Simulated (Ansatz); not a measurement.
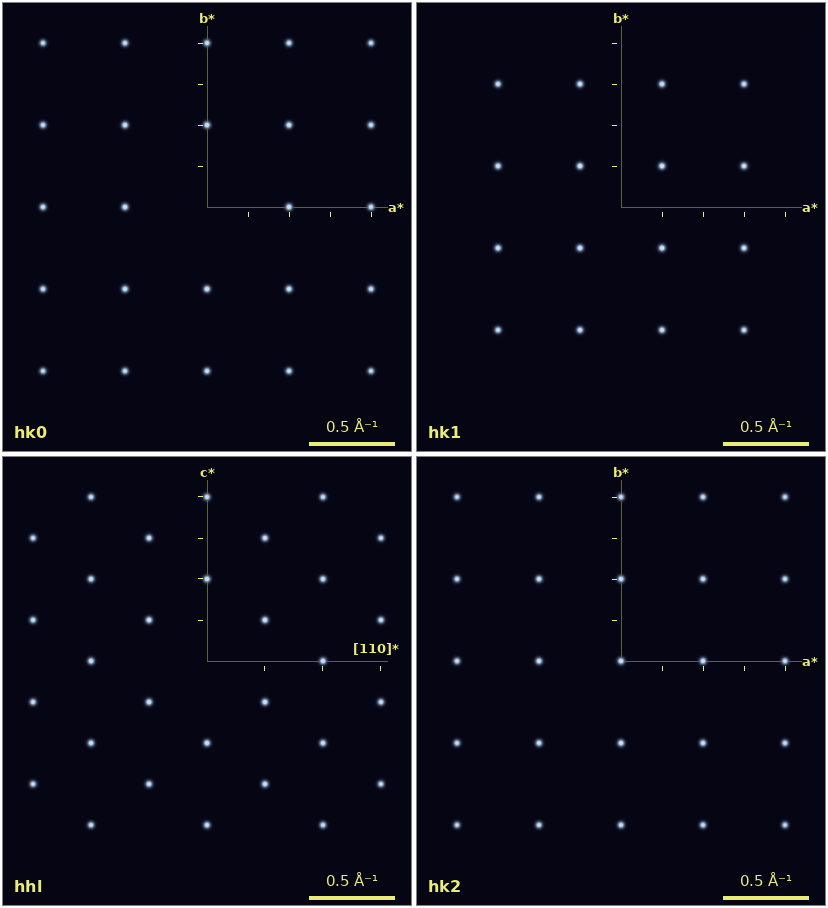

Four undistorted layers of reciprocal space, calculated for a single crystal (neutrons, kinematic |F|², B = 0.5 Å²). Tick marks count the reciprocal lattice steps of the conventional cell along each axis.

Question: Read the reciprocal cell and give the direct cell.

Answer: a* = 0.241, b* = 0.241, c* = 0.241 Å⁻¹; the cell is cubic with a = 4.15 Å.

Question: List the systematic absences.

Answer: Reflections are present only under these conditions. hkl: h + k = 2n, h + l = 2n; hk0: h = 2n, k = 2n; hhl: h + l = 2n; h00: h = 2n. The lattice is face-centred (F).

Question: Which space groups fit?

Answer: The intensities have Laue symmetry m-3m (the hk0 layer shows 4mm, hk1 shows 4mm). With these conditions the candidates are F432 (No. 209), F-43m (No. 216), Fm-3m (No. 225). Diffraction geometry alone does not choose among them; the structure has Fm-3m. The compound is Ag. Structure: the input geometry of an electronic-structure calculation (not necessarily at equilibrium).
